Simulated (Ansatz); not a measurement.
# BCCD(T)/6-31G(d) (spherical functions) run of GaSiH4OF (SMILES [F][GaH][O][SiH3])

Aim: the vertical ionisation energy of GaSiH4OF at BCCD(T)/6-31G* (spherical functions), from 2 runs. 

Program for the calculation: Ansatz 0.2.0.

130 further runs of the same task are left out: 3 that didn't finish, 127 set aside as unsound or not needed.

## (1) Starting point

GaSiH4OF has 8 atoms, charge 0, and is taken as a singlet. As SMILES, `[F][GaH][O][SiH3]`. Geometry: relaxed at PBE0-D4/def2-TZVP. This is one conformer, not always the lowest.

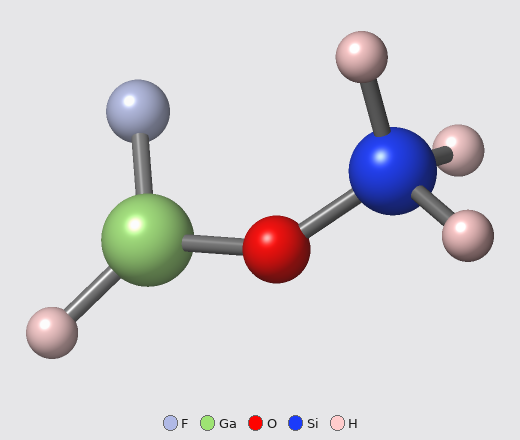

Viewed from a chosen angle; fluorine light blue, gallium green, oxygen red, silicon blue, hydrogen pink.

## (2) A single-point energy at BCCD(T)/6-31G(d) (spherical functions)

job.yaml reads:

```yaml
crystal:
  periodic: [false, false, false]
  atoms:
    - {symbol: F, position_ang: [0.857100, 1.472000, 1.846200]}
    - {symbol: Ga, position_ang: [1.323900, 1.220200, 0.177500]}
    - {symbol: O, position_ang: [0.322200, 0.024800, -0.644000]}
    - {symbol: Si, position_ang: [-0.952800, -0.945800, -0.299100]}
    - {symbol: H, position_ang: [2.493100, 1.984200, -0.463100]}
    - {symbol: H, position_ang: [-1.287500, -1.717200, -1.523200]}
    - {symbol: H, position_ang: [-0.618600, -1.894300, 0.796900]}
    - {symbol: H, position_ang: [-2.137300, -0.143800, 0.108800]}
basis:
  gaussian: {orbitals: 6-31G_st_-spherical.json}
correlation: {method: bccd_t, frozen_orbitals: {F: 1, Ga: 9, H: 0, O: 1, Si: 5}}
accuracy: high
scf: {omitted_lower_state_checks: [cluster_reference, increment]}
```

The basis set 6-31G* is read from a file made from the Basis Set Exchange's data (not shown).

Launch:

```sh
$ ansatz run job.yaml --threads 1 --pin off --max-ram 3480MiB --events-out events.jsonl --progress --plain --runs-dir runs
```

The log of the run, cut to the lines that bear on the results:

```text
Warning: RAYON_NUM_THREADS=1 ignored (pool sized by the plan → 1); use --threads N
Functional definition: HF
  name "HF"
[...]
1863 factors; integrals over basis functions are off by at most 4.5e-9 eV
[...]
mean field -64997.41501299 eV, -2388.6109448971 hartree, gradient 2.3e-8 eV, S^2 0.000000; 0 other end points of the search recorded, 0 dependent functions left out
16 core orbitals not correlated: weight in the atoms' cores, before any rotation towards them, 1.000 or more for the frozen orbitals, at most 0.000 for the correlated occupied ones
reference -64997.41501299 eV, -2388.6109448971 hartree; 17, 17 occupied and 53, 53 virtual orbitals, 1863 factors
second order -18.15219121 eV of doubles, -0.00000000 eV of singles
cycle   1  -17.55896173 eV  change    5.9e-1 eV  update   1.2e-1
[...]
cycle  21  -18.25890834 eV  change  -1.6e-10 eV  update   1.5e-9
perturbative correction -0.46350379 eV, -0.0170334502 hartree
Total energy: -65016.13742513 eV, -2389.2989808526 hartree
Checks for a lower state left out: cluster_reference, increment
```

It took 28 s on 1 thread of Intel Xeon Platinum 8488C (Sapphire Rapids), shared host; peak memory 0.59 GiB.

## (3) The doublet cation

molecule.yaml reads:

```yaml
crystal:
  periodic: [false, false, false]
  atoms:
    - symbol: F
      position_ang: [0.857100, 1.472000, 1.846200]
    - symbol: Ga
      position_ang: [1.323900, 1.220200, 0.177500]
    - symbol: O
      position_ang: [0.322200, 0.024800, -0.644000]
    - symbol: Si
      position_ang: [-0.952800, -0.945800, -0.299100]
    - symbol: H
      position_ang: [2.493100, 1.984200, -0.463100]
    - symbol: H
      position_ang: [-1.287500, -1.717200, -1.523200]
    - symbol: H
      position_ang: [-0.618600, -1.894300, 0.796900]
    - symbol: H
      position_ang: [-2.137300, -0.143800, 0.108800]
basis:
  gaussian:
    orbitals: 6-31G_st_-spherical.json
total_charge: 1
magnetization:
  spin_polarized: true
  initial_magnetization: 1
correlation:
  method: bccd_t
  frozen_orbitals: {F: 1, Ga: 9, H: 0, O: 1, Si: 5}
accuracy: high
scf:
  omitted_lower_state_checks: [cluster_reference, increment]
```

The basis set 6-31G* is read from a file made from the Basis Set Exchange's data (not shown).

Launch:

```sh
$ ansatz run molecule.yaml --threads 1 --pin off --max-ram 3480MiB --events-out events.jsonl --progress --plain --runs-dir runs
```

The log of the run, cut to the lines that bear on the results:

```text
Warning: RAYON_NUM_THREADS=1 ignored (pool sized by the plan → 1); use --threads N
[... 2 set-up lines as earlier in the session ...]
[...]
1862 factors; integrals over basis functions are off by at most 4.5e-9 eV
[...]
mean field -64986.96031719 eV, -2388.2267419130 hartree, gradient 2.7e-8 eV, S^2 0.764901; 6 other end points of the search recorded, 0 dependent functions left out
16 core orbitals not correlated: weight in the atoms' cores, before any rotation towards them, 1.000 or more for the frozen orbitals, at most 0.000 for the correlated occupied ones
reference -64986.96031719 eV, -2388.2267419130 hartree; 17, 16 occupied and 53, 54 virtual orbitals, 1862 factors
second order -16.86005797 eV of doubles, -0.00000000 eV of singles
cycle   1  -16.64212506 eV  change    2.2e-1 eV  update   1.4e-1
[...]
cycle  58  -17.67847654 eV  change    3.2e-9 eV  update   3.5e-9
perturbative correction -0.52481914 eV, -0.0192867477 hartree
Total energy: -65005.16361287 eV, -2388.8957006904 hartree
Checks for a lower state left out: cluster_reference, increment
```

It took 3.1 min on 1 thread of Intel Xeon Platinum 8488C (Sapphire Rapids), shared host; peak memory 1.1 GiB.

## (4) Results

Level: BCCD(T)/6-31G* (spherical functions), 16 core orbitals frozen.

```
                                                      quantity           value
                                singlet GaSiH4OF: total energy  -2389.29898 Eh
singlet GaSiH4OF: correlation energy (16 core orbitals frozen)      -688.0 mEh
                              singlet GaSiH4OF: (T) correction      -17.03 mEh
                                  doublet cation: total energy  -2388.89570 Eh
  doublet cation: correlation energy (16 core orbitals frozen)      -669.0 mEh
                                doublet cation: (T) correction      -19.29 mEh
             doublet cation: ⟨S²⟩ of the reference determinant           0.765
            vertical ionisation energy (to the doublet cation)       10.974 eV
```

**Reading.** The vertical ionisation energy comes to 10.97 eV (1059 kJ/mol). The triples (singlet GaSiH4OF) make up 2.5 % of the correlation energy. The triples (doublet cation) make up 2.9 % of the correlation energy.
